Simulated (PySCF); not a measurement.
```xyz
12

C    -0.3320    1.8780    0.0349
Al    0.1370   -0.0456    0.2942
C    -1.2578   -1.4464    0.0128
As    2.4123   -0.6731    0.8487
H    -1.3222    2.1251    0.4337
H    -0.3485    2.1791   -1.0199
H     0.3845    2.5461    0.5320
H    -2.1719   -1.2554    0.5862
H    -0.9101   -2.4479    0.3002
H    -1.5728   -1.5182   -1.0355
H     2.2166   -1.6921   -0.2567
H     2.7660    0.3498   -0.2123
```

Geometry: GFN2-xTB.

Method: CAM-B3LYP/def2-SVPD, SCF density, gas phase (PySCF 2.14.0).

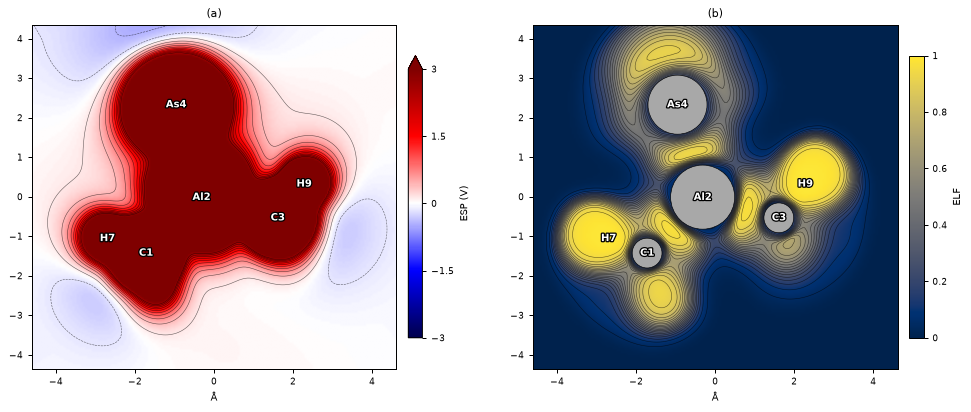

C$_{2}$H$_{8}$AlAs. (a) molecular electrostatic potential; (b) ELF on the plane of atoms C3, Al2 and As4. Grey discs cover the atomic cores in the ELF map.

### Describe what can be read from this map.

The section cuts through C, Al, As and H sites.
C–Al (2.00 Å): the ELF peaks at about 0.95 between the atoms (a shared but strongly polarised pair).
Al–As (2.42 Å): the ELF peaks at about 0.95 between the atoms (localised, covalent bonding).
C–H (1.10 Å): the ELF climbs to about 1 towards the hydrogen, as it does in any bond to H (a covalent bond by its length).
The ELF also peaks beside As4, away from the bonds: lone-pair regions.
Outside the dense part of the molecule the potential is most negative (−0.5 V) near As4.
